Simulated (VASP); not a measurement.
# Molecular dynamics of CH$_{14}$O$_{8}$ (part 2 of 5)

Continued. System: CH$_{14}$O$_{8}$ (disordered cell, 23 atoms in the cell). Method: Kohn-Sham DFT of a periodic cell, PBE with D3(BJ), VASP PAW PBE potentials, recommended, no spin polarisation (VASP 6.6.1); cutoff 520 eV, 1×1×1 k-mesh, fermi-dirac of 0.02 eV. It belongs to a series of runs on one base structure; here: dynamics from the start.

Geometry of the input (Å; fractional positions):
```
6.2403  0.0000  0.0000
0.0000  6.2403  0.0000
0.0000  0.0000  6.2403
O  0.5422  0.7128  0.8155
O  -0.0747  0.8865  0.9289
O  0.7681  0.2168  0.4095
O  0.2325  0.4951  0.5733
O  0.8097  0.5537  0.1666
O  0.9136  0.3222  0.8146
O  0.5118  0.1513  0.0949
O  0.2087  0.1570  0.2954
H  0.5585  0.6303  0.9472
H  0.4502  0.6261  0.7225
H  -0.0718  1.0422  0.9092
H  -0.2044  0.8420  0.8498
H  0.7885  0.3637  0.3458
H  0.9059  0.1485  0.3736
H  0.1652  0.6087  0.4903
H  0.2476  0.3734  0.4727
H  0.8658  0.6973  0.1292
H  0.8448  0.4675  0.0365
H  1.0330  0.3952  0.7388
H  0.8151  0.2857  0.6968
H  0.5980  0.1538  0.2365
H  0.2189  0.1651  -0.0355
C  0.3047  0.1585  0.1215
```

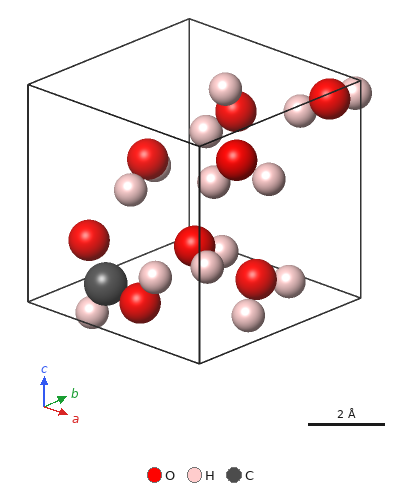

Figure 1. The structure as given in the input (spheres-only view of the cell of the calculation, seen at an oblique angle).

OSZICAR, continued
```
       N       E                     dE             d eps       ncg     rms          rms(c)
DAV:   1    -0.117531128682E+03    0.83667E-02   -0.25489E-02    90   0.172E+00    0.646E-02
DAV:   2    -0.117531919560E+03   -0.79088E-03   -0.83956E-03   100   0.472E-01    0.614E-02
DAV:   3    -0.117531887956E+03    0.31604E-04   -0.10431E-04   116   0.653E-02    0.443E-02
DAV:   4    -0.117531870499E+03    0.17457E-04   -0.87447E-05   108   0.576E-02    0.192E-02
DAV:   5    -0.117531868999E+03    0.15000E-05   -0.96667E-06    60   0.235E-02
     30 T=   235. E= -.11768227E+03 F= -.11837967E+03 E0= -.11837967E+03  EK= 0.69740E+00 SP= 0.00E+00 SK= 0.00E+00
       N       E                     dE             d eps       ncg     rms          rms(c)
DAV:   1    -0.117530095887E+03    0.17746E-02   -0.35943E-02   100   0.183E+00    0.826E-02
DAV:   2    -0.117531138769E+03   -0.10429E-02   -0.11058E-02   100   0.554E-01    0.740E-02
DAV:   3    -0.117531090710E+03    0.48059E-04   -0.13031E-04   116   0.780E-02    0.535E-02
DAV:   4    -0.117531066479E+03    0.24231E-04   -0.23712E-04   108   0.973E-02    0.209E-02
DAV:   5    -0.117531065756E+03    0.72263E-06   -0.24779E-05    92   0.316E-02
     31 T=   234. E= -.11768345E+03 F= -.11837885E+03 E0= -.11837885E+03  EK= 0.69540E+00 SP= 0.00E+00 SK= 0.00E+00
       N       E                     dE             d eps       ncg     rms          rms(c)
DAV:   1    -0.117523118424E+03    0.79481E-02   -0.22653E-02   100   0.183E+00    0.704E-02
DAV:   2    -0.117524061915E+03   -0.94349E-03   -0.10026E-02   100   0.530E-01    0.650E-02
DAV:   3    -0.117524022413E+03    0.39503E-04   -0.10931E-04   116   0.707E-02    0.471E-02
DAV:   4    -0.117524001378E+03    0.21034E-04   -0.13422E-04   108   0.725E-02    0.193E-02
DAV:   5    -0.117524000891E+03    0.48727E-06   -0.12847E-05    68   0.223E-02
     32 T=   227. E= -.11769664E+03 F= -.11837176E+03 E0= -.11837176E+03  EK= 0.67511E+00 SP= 0.00E+00 SK= 0.00E+00
       N       E                     dE             d eps       ncg     rms          rms(c)
DAV:   1    -0.117515397722E+03    0.86037E-02   -0.34499E-02    90   0.189E+00    0.834E-02
DAV:   2    -0.117516401765E+03   -0.10040E-02   -0.10861E-02   108   0.553E-01    0.706E-02
DAV:   3    -0.117516361941E+03    0.39824E-04   -0.12966E-04   108   0.743E-02    0.504E-02
DAV:   4    -0.117516341913E+03    0.20028E-04   -0.10978E-04   108   0.669E-02    0.221E-02
DAV:   5    -0.117516340731E+03    0.11816E-05   -0.18241E-05    84   0.269E-02
     33 T=   223. E= -.11769960E+03 F= -.11836403E+03 E0= -.11836403E+03  EK= 0.66443E+00 SP= 0.00E+00 SK= 0.00E+00
       N       E                     dE             d eps       ncg     rms          rms(c)
DAV:   1    -0.117504236494E+03    0.12105E-01   -0.37808E-02   100   0.202E+00    0.813E-02
DAV:   2    -0.117505485755E+03   -0.12493E-02   -0.13333E-02   108   0.607E-01    0.798E-02
DAV:   3    -0.117505420018E+03    0.65737E-04   -0.15225E-04   108   0.851E-02    0.582E-02
DAV:   4    -0.117505376787E+03    0.43231E-04   -0.20585E-04   108   0.924E-02    0.228E-02
DAV:   5    -0.117505374530E+03    0.22566E-05   -0.28267E-05    84   0.341E-02
     34 T=   216. E= -.11771086E+03 F= -.11835298E+03 E0= -.11835298E+03  EK= 0.64212E+00 SP= 0.00E+00 SK= 0.00E+00
       N       E                     dE             d eps       ncg     rms          rms(c)
DAV:   1    -0.117499256308E+03    0.61205E-02   -0.42161E-02   100   0.203E+00    0.985E-02
DAV:   2    -0.117500536385E+03   -0.12801E-02   -0.13769E-02   108   0.623E-01    0.856E-02
DAV:   3    -0.117500469670E+03    0.66715E-04   -0.16873E-04   108   0.943E-02    0.601E-02
DAV:   4    -0.117500440045E+03    0.29625E-04   -0.21798E-04   108   0.963E-02    0.242E-02
DAV:   5    -0.117500439700E+03    0.34506E-06   -0.26344E-05    76   0.310E-02
     35 T=   209. E= -.11772664E+03 F= -.11834798E+03 E0= -.11834798E+03  EK= 0.62133E+00 SP= 0.00E+00 SK= 0.00E+00
       N       E                     dE             d eps       ncg     rms          rms(c)
DAV:   1    -0.117496709898E+03    0.37301E-02   -0.28216E-02    90   0.192E+00    0.854E-02
DAV:   2    -0.117497773671E+03   -0.10638E-02   -0.11440E-02   100   0.564E-01    0.715E-02
DAV:   3    -0.117497723459E+03    0.50212E-04   -0.13531E-04   116   0.806E-02    0.506E-02
DAV:   4    -0.117497697550E+03    0.25909E-04   -0.14744E-04   108   0.766E-02    0.219E-02
DAV:   5    -0.117497696253E+03    0.12972E-05   -0.20246E-05    76   0.257E-02
     36 T=   218. E= -.11769739E+03 F= -.11834520E+03 E0= -.11834520E+03  EK= 0.64782E+00 SP= 0.00E+00 SK= 0.00E+00
       N       E                     dE             d eps       ncg     rms          rms(c)
DAV:   1    -0.117495570813E+03    0.21267E-02   -0.23471E-02    90   0.198E+00    0.841E-02
DAV:   2    -0.117496669968E+03   -0.10992E-02   -0.11949E-02   100   0.584E-01    0.727E-02
DAV:   3    -0.117496615307E+03    0.54661E-04   -0.12741E-04   116   0.839E-02    0.526E-02
DAV:   4    -0.117496594614E+03    0.20693E-04   -0.34095E-04   108   0.118E-01    0.224E-02
DAV:   5    -0.117496592873E+03    0.17411E-05   -0.30309E-05    92   0.335E-02
     37 T=   227. E= -.11767053E+03 F= -.11834412E+03 E0= -.11834412E+03  EK= 0.67359E+00 SP= 0.00E+00 SK= 0.00E+00
       N       E                     dE             d eps       ncg     rms          rms(c)
DAV:   1    -0.117496805019E+03   -0.21041E-03   -0.26900E-02   100   0.204E+00    0.905E-02
DAV:   2    -0.117498100262E+03   -0.12952E-02   -0.14214E-02   108   0.626E-01    0.838E-02
DAV:   3    -0.117498025976E+03    0.74286E-04   -0.15768E-04   116   0.930E-02    0.605E-02
DAV:   4    -0.117497990071E+03    0.35905E-04   -0.31737E-04   108   0.114E-01    0.226E-02
DAV:   5    -0.117497991409E+03   -0.13378E-05   -0.30114E-05    92   0.302E-02
     38 T=   234. E= -.11764955E+03 F= -.11834561E+03 E0= -.11834561E+03  EK= 0.69606E+00 SP= 0.00E+00 SK= 0.00E+00
       N       E                     dE             d eps       ncg     rms          rms(c)
DAV:   1    -0.117500742333E+03   -0.27523E-02   -0.36297E-02    95   0.219E+00    0.894E-02
DAV:   2    -0.117502167160E+03   -0.14248E-02   -0.15177E-02   100   0.632E-01    0.978E-02
DAV:   3    -0.117502070639E+03    0.96521E-04   -0.16072E-04   116   0.932E-02    0.725E-02
DAV:   4    -0.117502022358E+03    0.48281E-04   -0.70646E-04   108   0.169E-01    0.300E-02
DAV:   5    -0.117502017919E+03    0.44387E-05   -0.59854E-05   100   0.477E-02
     39 T=   245. E= -.11762131E+03 F= -.11834973E+03 E0= -.11834973E+03  EK= 0.72842E+00 SP= 0.00E+00 SK= 0.00E+00
       N       E                     dE             d eps       ncg     rms          rms(c)
DAV:   1    -0.117491722112E+03    0.10300E-01   -0.27494E-02   100   0.217E+00    0.867E-02
DAV:   2    -0.117493138377E+03   -0.14163E-02   -0.14988E-02   100   0.635E-01    0.912E-02
DAV:   3    -0.117493050929E+03    0.87449E-04   -0.15413E-04   116   0.909E-02    0.668E-02
DAV:   4    -0.117493001220E+03    0.49709E-04   -0.37677E-04   108   0.123E-01    0.240E-02
DAV:   5    -0.117493002359E+03   -0.11389E-05   -0.29950E-05    92   0.317E-02
     40 T=   251. E= -.11759466E+03 F= -.11834082E+03 E0= -.11834082E+03  EK= 0.74616E+00 SP= 0.00E+00 SK= 0.00E+00
```

Parts of OUTCAR
```
EDIFF = 1E-5
   ENCUT = 520
   GGA = PE
   IBRION = 0
   ISIF = 2
   ISMEAR = -1
   ISYM = 0
   IVDW = 12
   LASPH = T
   LREAL = Auto
   NELM = 100
   NELMIN = 4
   NSW = 40
   POTIM = 0.5
   PREC = Accurate
   TEBEG = 300.0
 IVDW          = 12
 VDW_S6        =  1.00000000  s6, scaling of the dipole-dipole dispersion
 VDW_S8        =  0.78750002  s8, scaling of the dipole-quadrupole dispersion
 VDW_A1        =  0.42890000  a1, scaling of the critical radii
 VDW_A2        =  4.44070005  a2, offset of the critical radii
 VDW_RADIUS    = 50.20216178  two-body interaction cutoff (in Angstroms)
 VDW_CNRADIUS  = 21.16708996  CN, coordination number cutoff (in Angstroms)

 ion  position               nearest neighbor table
   1  0.542  0.713  0.815-   9 0.98  10 0.98
   2  0.925  0.887  0.929-  11 0.98  12 0.99
   3  0.768  0.217  0.409-  14 0.99  13 1.01
   4  0.232  0.495  0.573-  15 0.97  16 0.99
   5  0.810  0.554  0.167-  17 0.99  18 1.00
   6  0.914  0.322  0.815-  20 0.99  19 0.99
   7  0.512  0.151  0.095-  21 1.03  23 1.30
   8  0.209  0.157  0.295-  23 1.24
   9  0.559  0.630  0.947-   1 0.98
  10  0.450  0.626  0.723-   1 0.98
  11  0.928  0.042  0.909-   2 0.98
  12  0.796  0.842  0.850-   2 0.99
  13  0.789  0.364  0.346-   3 1.01
  14  0.906  0.148  0.374-   3 0.99
  15  0.165  0.609  0.490-   4 0.97
  16  0.248  0.373  0.473-   4 0.99
  17  0.866  0.697  0.129-   5 0.99
  18  0.845  0.468  0.037-   5 1.00
  19  0.033  0.395  0.739-   6 0.99
  20  0.815  0.286  0.697-   6 0.99
  21  0.598  0.154  0.236-   7 1.03
  22  0.219  0.165  0.964-  23 1.12
  23  0.305  0.158  0.122-  22 1.12   8 1.24   7 1.30

IMPORTANT INFORMATION: All symmetrisations will be switched off!
NOSYMM: (Re-)initialisation of all symmetry stuff for point group C_1.

----------------------------------------------------------------------------------------

                                     Primitive cell

  volume of cell :     242.9999

  direct lattice vectors                    reciprocal lattice vectors
     6.240251000  0.000000000  0.000000000     0.160249964  0.000000000  0.000000000
     0.000000000  6.240251000  0.000000000     0.000000000  0.160249964  0.000000000
     0.000000000  0.000000000  6.240251000     0.000000000  0.000000000  0.160249964

  length of vectors
     6.240251000  6.240251000  6.240251000     0.160249964  0.160249964  0.160249964

  position of ions in fractional coordinates (direct lattice)
     0.542225810  0.712806360  0.815491090
     0.925313290  0.886544110  0.928917660
     0.768126090  0.216777430  0.409466860
     0.232493180  0.495062820  0.573286580
     0.809719200  0.553658280  0.166633930
     0.913649900  0.322187700  0.814641520
     0.511804800  0.151276200  0.094916560
     0.208717530  0.156964120  0.295413290
     0.558548530  0.630259120  0.947237510
     0.450162370  0.626052100  0.722524020
     0.928190830  0.042165900  0.909220210
     0.795628410  0.842017720  0.849785300
     0.788540430  0.363684520  0.345801360
     0.905855110  0.148476980  0.373635750
     0.165199820  0.608655980  0.490337960
     0.247594020  0.373362680  0.472661740
     0.865845750  0.697318890  0.129239520
     0.844770030  0.467542610  0.036517610
     0.032987700  0.395195660  0.738801580
     0.815083180  0.285684220  0.696762790
     0.597955200  0.153784090  0.236495800
     0.218866720  0.165123790  0.964461040
     0.304725110  0.158453920  0.121533110

  ion indices of the primitive-cell ions
   primitive index   ion index
                 1           1
                 2           2
                 3           3
                 4           4
                 5           5
                 6           6
                 7           7
                 8           8
                 9           9
                10          10
                11          11
                12          12
                13          13
                14          14
                15          15
                16          16
                17          17
                18          18
                19          19
                20          20
                21          21
                22          22
                23          23

----------------------------------------------------------------------------------------

 KPOINTS: k-points

Automatic generation of k-mesh.
 Grid dimensions read from file:
 generate k-points for:    1    1    1

 Generating k-lattice:

  Cartesian coordinates                     Fractional coordinates (reciprocal lattice)
     0.160249964  0.000000000  0.000000000     1.000000000  0.000000000  0.000000000
     0.000000000  0.160249964  0.000000000     0.000000000  1.000000000  0.000000000
     0.000000000  0.000000000  0.160249964     0.000000000  0.000000000  1.000000000

  Length of vectors
     0.160249964  0.160249964  0.160249964

  Shift w.r.t. Gamma in fractional coordinates (k-lattice)
     0.000000000  0.000000000  0.000000000

 Subroutine IBZKPT returns following result:
 ===========================================

 Found      1 irreducible k-points:

 Following reciprocal coordinates:
            Coordinates               Weight
  0.000000  0.000000  0.000000      1.000000
   k-points           NKPTS =      1   k-points in BZ     NKDIM =      1   number of bands    NBANDS=     45
   number of dos      NEDOS =    301   number of ions     NIONS =     23
   total plane-waves  NPLWV = 110592
   dimension x,y,z NGX =    48 NGY =   48 NGZ =   48
   dimension x,y,z NGXF=    96 NGYF=   96 NGZF=   96
   ions per type =               8  14   1
   NGX,Y,Z   is equivalent  to a cutoff of  12.79, 12.79, 12.79 a.u.
   NGXF,Y,Z  is equivalent  to a cutoff of  25.58, 25.58, 25.58 a.u.
 SYSTEM =  unknown system
   PREC   = accura    normal or accurate (medium, high low for compatibility)
   ISTART =      0    job   : 0-new  1-cont  2-samecut
   ICHARG =      2    charge: 1-file 2-atom 10-const
   ISPIN  =      1    spin polarized calculation?
   LNONCOLLINEAR =      F non collinear calculations
   LSORBIT =      F    spin-orbit coupling
   LASPH  =      T    aspherical Exc in radial PAW
   ENCUT  =  520.0 eV  38.22 Ry    6.18 a.u.  11.60 11.60 11.60*2*pi/ulx,y,z
   NELM   =    100;   NELMIN=  4; NELMDL= -5     # of ELM steps
   EDIFF  = 0.1E-04   stopping-criterion for ELM
   LREAL  =      T    real-space projection
   EDIFFG = 0.1E-03   stopping-criterion for IOM
   NSW    =     40    number of steps for IOM
   IBRION =      0    ionic relax: 0-MD 1-quasi-New 2-CG
   NFREE  =      0    steps in history (QN), initial steepest desc. (CG)
   ISIF   =      2    stress and relaxation
   ISYM   =      0    0-nonsym 1-usesym 2-fastsym
   POTIM  = 0.5000    time-step for ionic-motion
   TEBEG  =  300.0;   TEEND  = 300.0 temperature during run
   PSTRESS=    0.0 pullay stress
   NELECT =      66.0000    total number of electrons
   NUPDOWN=      -1.0000    fix difference up-down
   EMIN   =  10.00;   EMAX   =-10.00  energy-range for DOS
   EFERMI =   0.00;   METHOD = LEGACY
   ISMEAR =    -1;   SIGMA  =   0.02  broadening in eV -4-tet -1-fermi 0-gaus
   EFERMI_NEDOS =   21; number of points for ismear=-14 and -15
   IALGO  =     38    algorithm
   IMIX   =      4    mixing-type and parameters
     AMIX     =   0.40;   BMIX     =  1.00
     AMIX_MAG =   1.60;   BMIX_MAG =  1.00
  volume/ion in A,a.u.               =      10.57        71.30
  Fermi-wavevector in a.u.,A,eV,Ry     =   1.060199  2.003486 15.293249  1.124022
  Thomas-Fermi vector in A             =   2.195572
   LORBIT       =      0    0 simple, 1 ext, 2 COOP (PROOUT), +10 PAW based schemes
   GGA     = PE    functional components
   LHFCALC =     F    Hartree Fock is set to
   AEXX    =    0.0000 exact exchange contribution
   IVDW    =    12    specifies the selected vdW correction
   LEPSILON=     F    determine dielectric tensor
   LRPA    =     F    only Hartree local field effects (RPA)
 molecular dynamics for ions
 non-spin polarized calculation
  energy-cutoff  :      520.00
  volume of cell :      243.00
 maximum number of plane-waves:      3310
 NGX is ok and might be reduce to    48
   NGX = 23   NGY = 23   NGZ = 23

--------------------------------------- Ionic step        1  -------------------------------------------

 number of electron      66.0000013 magnetization

 Free energy of the ion-electron system (eV)
  ---------------------------------------------------
  ext. energy  EPLUGINS =         0.00000000
  ---------------------------------------------------
  free energy    TOTEN  =      -118.04182523 eV

  energy without entropy =     -118.04182523  energy(sigma->0) =     -118.04182523

------------------------ aborting loop because EDIFF is reached ----------------------------------------

 Edisp (eV)   -0.84477

 E8    (eV) :    -0.1796

  FORCE on cell =-STRESS in cart. coord.  units (eV):
  Direction    XX          YY          ZZ          XY          YZ          ZX
  --------------------------------------------------------------------------------------
  -------------------------------------------------------------------------------------
  Total       1.15258     1.12916    -0.03282     0.31174    -0.01838     0.49072
  in kB       7.59933     7.44491    -0.21640     2.05538    -0.12118     3.23550
  external pressure =        4.94 kB  Pullay stress =        0.00 kB

 VOLUME and BASIS-vectors are now :
 -----------------------------------------------------------------------------
  energy-cutoff  :      520.00
  volume of cell :      243.00
      direct lattice vectors                 reciprocal lattice vectors
     6.240251000  0.000000000  0.000000000     0.160249964  0.000000000  0.000000000
     0.000000000  6.240251000  0.000000000     0.000000000  0.160249964  0.000000000
     0.000000000  0.000000000  6.240251000     0.000000000  0.000000000  0.160249964

 POSITION                                       TOTAL-FORCE (eV/Angst)
```
